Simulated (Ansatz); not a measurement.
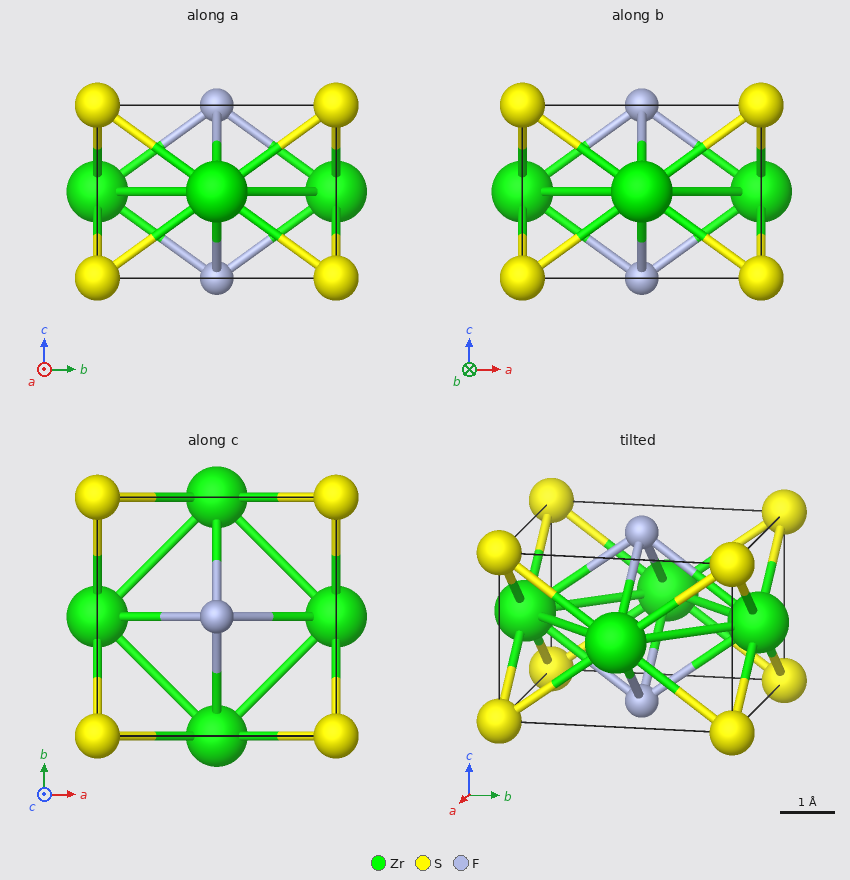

A ball-and-stick rendering, viewed along the a axis, along the b axis, along the c axis and slightly off an axis. One conventional unit cell is outlined, and atoms on its boundary appear in each equivalent place.

Lattice parameters: a = 4.432 Å, b = 4.432 Å, c = 3.210 Å, α = 90.00°, β = 90.00°, γ = 90.00°. Put a along x and b in the xy plane.

### Transcribe the picture into a POSCAR file.

```
Zr S F
1.0
     4.432    0.000    0.000
     0.000    4.432    0.000
     0.000    0.000    3.210
Zr S F
2 1 1
Direct
  0.5000 0.0000 0.5000
  0.0000 0.5000 0.5000
  0.0000 0.0000 0.0000
  0.5000 0.5000 0.0000
```

It derives from a structure type filled with these elements by a generator (whether the compound takes this form wasn't checked). Earlier steps of the study may have refined or changed the cell and positions. It went into a calculation with Ansatz.
